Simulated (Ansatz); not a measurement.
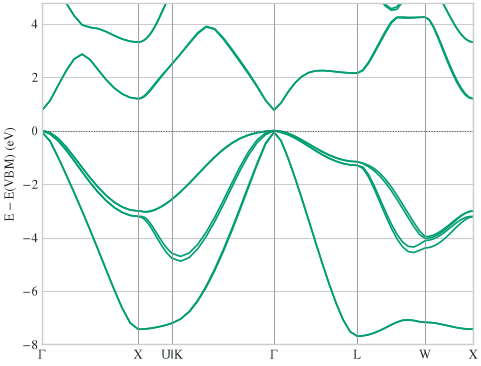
Figure: Band structure from plane-wave PAW PBEsol with spin–orbit coupling (Ansatz code)

Question: Read off the gap and where the band edges lie.

Answer: About 0.8 eV (0.76 eV by a search for the band edges); maximum at Γ, minimum at Γ.

The material is SnC (zinc blende, F-43m).

The start of the workflow was typed in or built on a structure type; neither database checked (COD, Materials Project) lists it. Whether it is the stable phase at ambient conditions was not checked. Symmetry was held in the PBEsol relaxation; its stability against distortions is not shown here. Its formation energy is positive at this level, so the cell may be metastable or incomplete.

Potentials: the later of the program's two PAW sets.
